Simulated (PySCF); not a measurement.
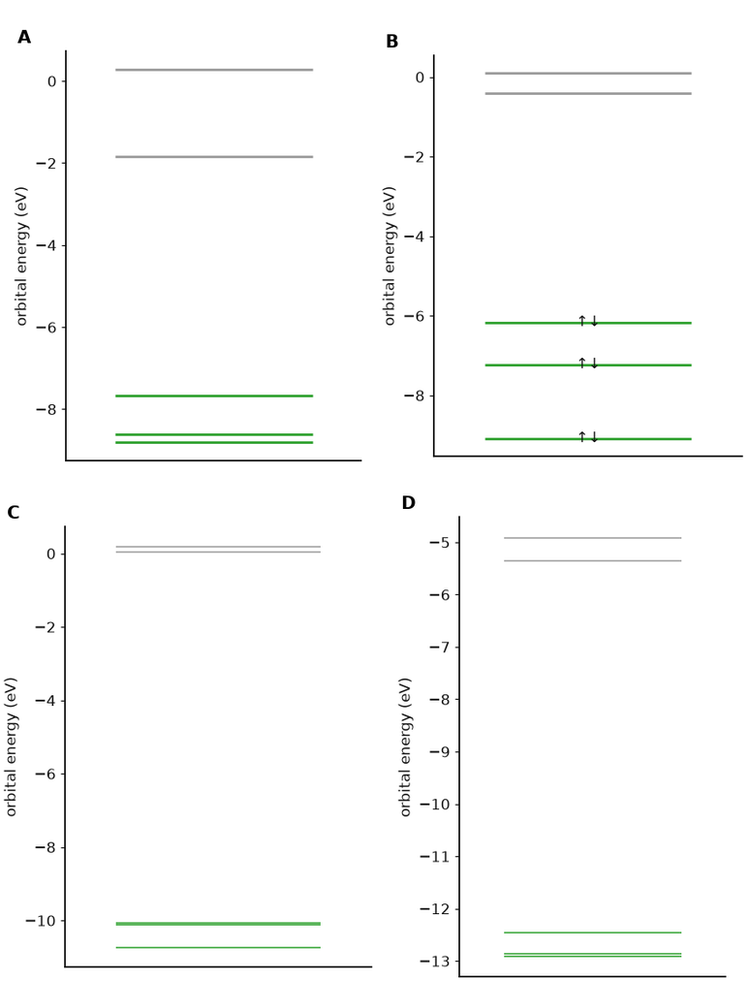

Kohn-Sham orbital energies near the frontier, PBE0/def2-SVPD, PySCF 2.14.0, at a GFN2-xTB geometry (no frequency check), isolated molecule; empty levels in grey, levels within 0.03 eV side by side.

### Which panel belongs to which molecule?
1. C₆H₆ClN (2-chloroaniline), SMILES Nc1ccccc1Cl
2. C₅H₇BCl₂, SMILES ClB(Cl)C=C1CCC1
3. C₄H₄F₃N, SMILES C[C@H](C#N)C(F)(F)F
4. C₄H₁₂PSi⁺, SMILES [PH3+][SiH2]C1CCC1

A: 2 (HOMO −7.67 eV, LUMO −1.85 eV)
B: 1 (HOMO −6.16 eV, LUMO −0.41 eV)
C: 3 (HOMO −10.08 eV, LUMO 0.04 eV)
D: 4 (HOMO −12.46 eV, LUMO −5.36 eV)

Caveats, for all or some of the runs: empty levels above zero depend strongly on the basis; one conformer of a flexible molecule; the tight-binding geometry is rougher than a DFT one and adds to the error.
